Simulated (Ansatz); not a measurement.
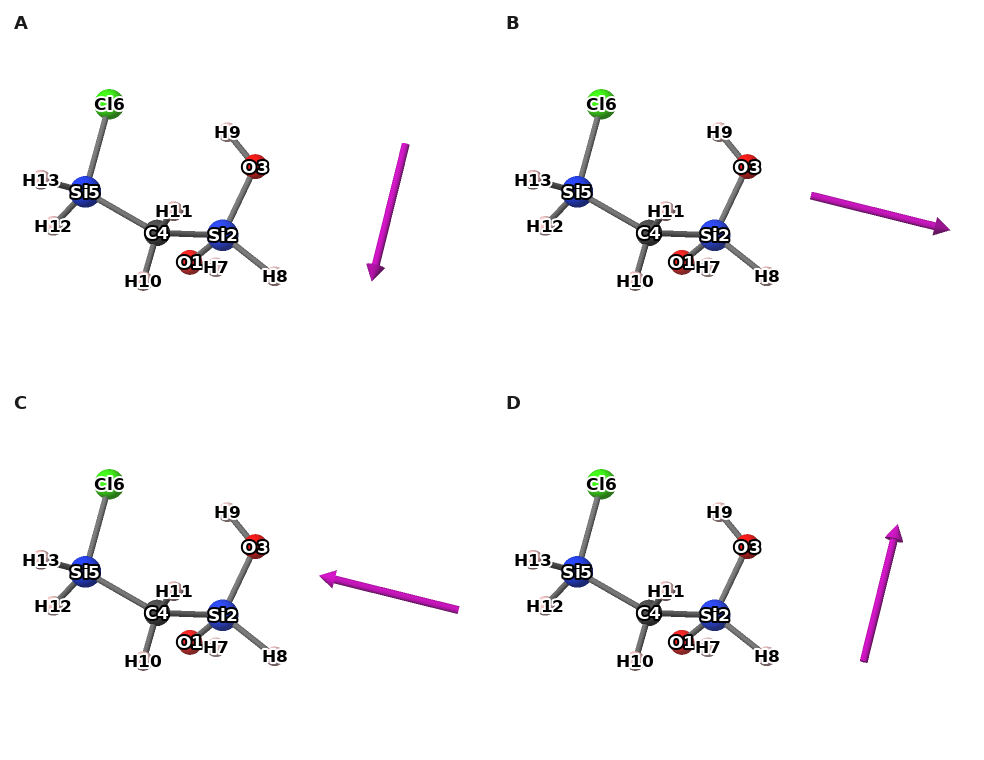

The same molecule four times, each with an arrow. The geometry was computed by an optimisation with PBE0-D4/def2-TZVP. No frequency run is at hand to confirm it as a minimum. Level of theory: RKS PBE0-D4/def2-TZVP (Ansatz 0.2.0).

**Which arrow points along the dipole moment, from the negative to the positive end?**

A. The dipole moment is 1.29 D; it points from the side of Cl6, H9 to the side of H10 (the outermost atoms at the two ends).
